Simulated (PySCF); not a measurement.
**What a change does: NMR shielding calculation on C4H4O3**

System: C4H4O3, SMILES O=C1CCC(=O)O1.
Method of run A: GIAO CAM-B3LYP/pcSseg-1 NMR shielding, non-relativistic, gas phase (PySCF 2.14.0).

The geometry comes from this level: PBE0-D3(BJ)/def2-SVP. Text and figures count atoms from 1; the logs count them from 0 in places.

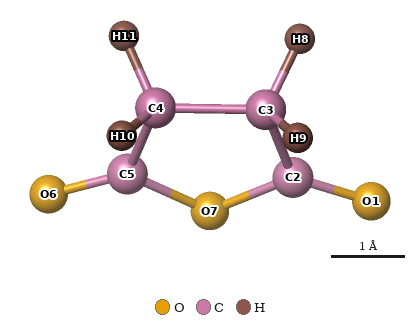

**Figure 1.** The structure (ball-and-stick view, seen at a tilt; atoms are numbered from 1 in the order of the input).

### Input file, run A
```
{"job": {"kind": "nmr", "xc": "CAM-B3LYP", "basis": "pcSseg-1", "pop": false}, "charge": 0, "multiplicity": 1}
O     -1.720676    -1.203295    -1.960740
C     -0.933138    -0.824833    -1.158202
C     -0.907136     0.483797    -0.397942
C      0.333074     0.396944     0.472517
C      0.925229    -0.960778     0.160742
O      1.896497    -1.470192     0.613377
O      0.146285    -1.587527    -0.782092
H     -1.848564     0.575899     0.163098
H     -0.893448     1.306841    -1.127136
H      1.092424     1.162510     0.256103
H      0.133988     0.446892     1.552835
```

The first line tells a small driver script what to run in PySCF; the rest is the geometry in Å.

Hardware: 1 CPU thread, shared host.

### Output (run A)
```
coarse grid: 10088 points
cycle   1  E = -379.9438078864  dE =  1.690e+00  |g| = 1.274e+00  |ddm| = 3.077e+00
cycle   2  E = -379.3821443141  dE =  5.617e-01  |g| = 2.238e+00  |ddm| = 2.206e+00
cycle   3  E = -380.2439956386  dE = -8.619e-01  |g| = 2.353e-01  |ddm| = 1.480e+00
cycle   4  E = -380.2517588398  dE = -7.763e-03  |g| = 1.118e-01  |ddm| = 1.834e-01
cycle   5  E = -380.2537450076  dE = -1.986e-03  |g| = 1.833e-02  |ddm| = 6.108e-02
cycle   6  E = -380.2538205805  dE = -7.557e-05  |g| = 6.198e-03  |ddm| = 1.663e-02
cycle   7  E = -380.2538300510  dE = -9.471e-06  |g| = 1.257e-03  |ddm| = 5.842e-03
final grid: 99944 points
cycle   8  E = -380.3424646031  dE = -2.277e-05  |g| = 5.085e-03  |ddm| = 1.275e-02
cycle   9  E = -380.3424600509  dE =  4.552e-06  |g| = 7.310e-03  |ddm| = 6.917e-03
cycle  10  E = -380.3424693729  dE = -9.322e-06  |g| = 7.496e-04  |ddm| = 4.312e-03
cycle  11  E = -380.3424694643  dE = -9.142e-08  |g| = 2.892e-04  |ddm| = 5.459e-04
cycle  12  E = -380.3424694773  dE = -1.296e-08  |g| = 9.475e-05  |ddm| = 2.256e-04
cycle  13  E = -380.3424694791  dE = -1.790e-09  |g| = 1.185e-05  |ddm| = 6.157e-05
cycle  14  E = -380.3424694791  dE = -5.639e-11  |g| = 3.398e-06  |ddm| = 2.444e-05
converged SCF energy = -380.3424694791

GIAO shielding tensors (ppm)
atom      isotropic    diamagn.    paramagn.     s11        s22        s33       span
  0 O     -138.531     396.987    -535.518   -482.019   -247.076    313.503    795.521
  1 C        5.510     249.113    -243.603   -104.179     50.772     69.938    174.116
  2 C      153.443     252.224     -98.780    130.526    151.415    178.389     47.863
  3 C      153.426     251.997     -98.571    130.480    151.426    178.373     47.893
  4 C        5.477     249.567    -244.090   -104.220     50.779     69.870    174.090
  5 O     -138.573     398.578    -537.151   -482.139   -247.050    313.469    795.609
  6 O      -19.947     403.054    -423.000   -163.218    -61.839    165.217    328.434
  7 H       28.759      29.182      -0.423     24.576     27.674     34.026      9.450
  8 H       28.759      29.192      -0.433     24.581     27.675     34.022      9.441
  9 H       28.757      29.706      -0.949     24.579     27.668     34.023      9.444
 10 H       28.762      29.713      -0.951     24.575     27.687     34.023      9.448
```

The input of run B differs as follows (lines with − go, lines with + come):
```diff
-"xc": "CAM-B3LYP"
+"xc": "WP04"
```

What does this change do to the results?

The total energies belong to different methods, so their difference says nothing on which is more stable or more accurate. The HOMO goes from −9.88 to −9.63 eV. The LUMO goes from 0.35 to −3.36 eV. The dipole moment goes from 4.65 to 4.70 D. Of all shieldings, the largest change is that of O7, by −14.1 ppm. The functional changes from CAM-B3LYP to WP04. Exact exchange removes part of the self-interaction error of semilocal functionals, which pushes filled and empty levels apart. The SCF takes 15 iterations against 14.

### Output (run B)
```
coarse grid: 10088 points
cycle   1  E = -387.9378521958  dE =  1.504e+00  |g| = 1.604e+00  |ddm| = 3.197e+00
cycle   2  E = -386.0196410385  dE =  1.918e+00  |g| = 3.497e+00  |ddm| = 3.587e+00
cycle   3  E = -388.2960769442  dE = -2.276e+00  |g| = 6.718e-01  |ddm| = 3.000e+00
cycle   4  E = -388.3733302600  dE = -7.725e-02  |g| = 2.864e-01  |ddm| = 5.589e-01
cycle   5  E = -388.3858222063  dE = -1.249e-02  |g| = 8.083e-02  |ddm| = 1.800e-01
cycle   6  E = -388.3872351741  dE = -1.413e-03  |g| = 1.599e-02  |ddm| = 6.039e-02
cycle   7  E = -388.3872848477  dE = -4.967e-05  |g| = 4.890e-03  |ddm| = 1.245e-02
cycle   8  E = -388.3872899846  dE = -5.137e-06  |g| = 7.335e-04  |ddm| = 4.879e-03
final grid: 99944 points
cycle   9  E = -388.4944411772  dE = -3.570e-05  |g| = 1.179e-02  |ddm| = 2.553e-02
cycle  10  E = -388.4943553663  dE =  8.581e-05  |g| = 2.459e-02  |ddm| = 2.001e-02
cycle  11  E = -388.4944644956  dE = -1.091e-04  |g| = 3.187e-03  |ddm| = 1.465e-02
cycle  12  E = -388.4944662901  dE = -1.795e-06  |g| = 5.390e-04  |ddm| = 1.998e-03
cycle  13  E = -388.4944663374  dE = -4.730e-08  |g| = 1.837e-04  |ddm| = 4.521e-04
cycle  14  E = -388.4944663448  dE = -7.415e-09  |g| = 3.289e-05  |ddm| = 1.417e-04
cycle  15  E = -388.4944663450  dE = -1.752e-10  |g| = 2.127e-05  |ddm| = 4.013e-05
converged SCF energy = -388.4944663450

GIAO shielding tensors (ppm)
atom      isotropic    diamagn.    paramagn.     s11        s22        s33       span
  0 O     -134.730     398.191    -532.921   -462.440   -243.665    301.916    764.357
  1 C       -3.435     251.414    -254.849   -110.702     40.057     60.341    171.044
  2 C      141.084     253.682    -112.598    120.043    138.336    164.873     44.831
  3 C      141.064     253.594    -112.530    119.990    138.348    164.853     44.863
  4 C       -3.471     251.963    -255.434   -110.746     40.059     60.274    171.020
  5 O     -134.788     399.699    -534.487   -462.580   -243.651    301.867    764.447
  6 O      -34.065     402.667    -436.732   -180.979    -83.655    162.438    343.418
  7 H       28.952      29.401      -0.449     25.143     27.915     33.798      8.655
  8 H       28.951      29.411      -0.459     25.146     27.916     33.791      8.645
  9 H       28.950      30.089      -1.139     25.146     27.909     33.795      8.649
 10 H       28.954      30.090      -1.137     25.141     27.928     33.792      8.651
```

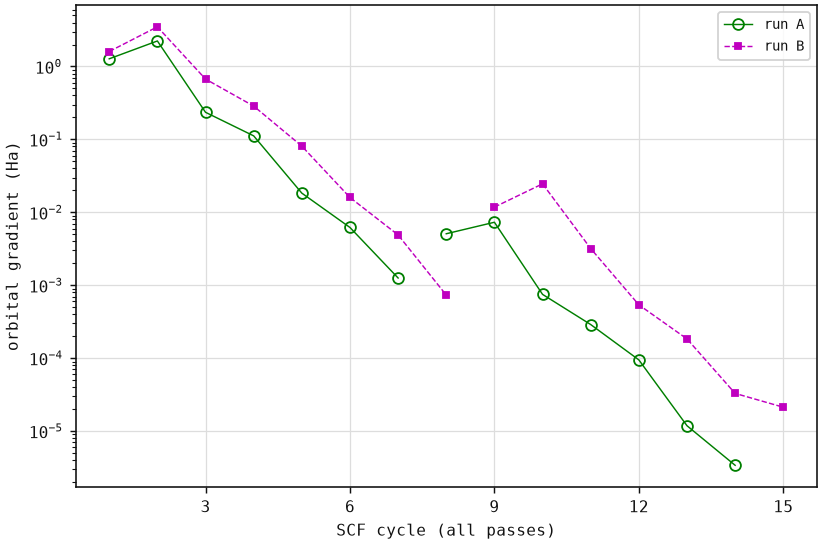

**Figure 2.** Convergence of the two runs: orbital gradient against the SCF cycle. A break in a curve parts two SCF passes (coarse and final grid). Run A takes 14 cycles in all, and run B takes 15.

### The two runs side by side

| quantity | run A | run B |
| --- | --- | --- |
| outcome | converged | converged |
| total energy (hartree) | −380.342469 | −388.494466 |
| HOMO (eV) | −9.88 | −9.63 |
| LUMO (eV) | 0.35 | −3.36 |
| dipole moment (D) | 4.65 | 4.70 |
| shielding of O1 (ppm) | −138.5 | −134.7 |
| shielding of C2 (ppm) | 5.5 | −3.4 |
| shielding of C3 (ppm) | 153.4 | 141.1 |
| shielding of C4 (ppm) | 153.4 | 141.1 |
| shielding of C5 (ppm) | 5.5 | −3.5 |
| shielding of O6 (ppm) | −138.6 | −134.8 |
| shielding of O7 (ppm) | −19.9 | −34.1 |
| SCF iterations | 14 | 15 |
| basis functions | 139 | 139 |
| wall time (shared host) | 14 s | 11 s |
